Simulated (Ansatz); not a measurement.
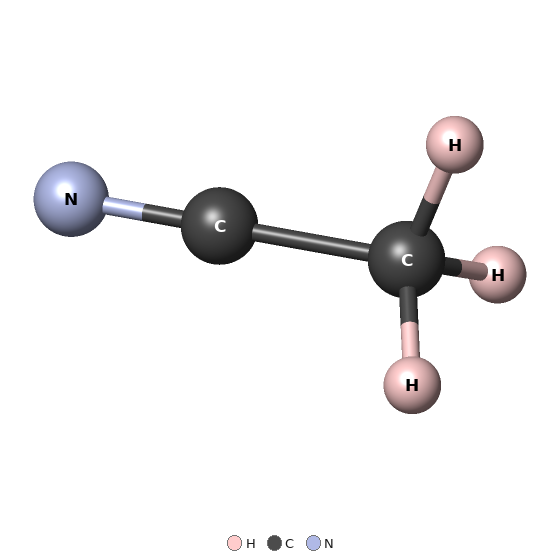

Harmonic vibrations computed with RKS PBE0-D4/def2-TZVP (Ansatz 0.2.0) at a stationary point of the same level.

**Is this a minimum or a saddle point?**

A minimum: no imaginary frequency, and the lowest mode lies at 390 cm⁻¹.

**List the wavenumbers.**

12 modes: 390, 390, 951, 1053, 1053, 1401, 1464, 1464, 2393, 3070, 3151, 3151 cm⁻¹.
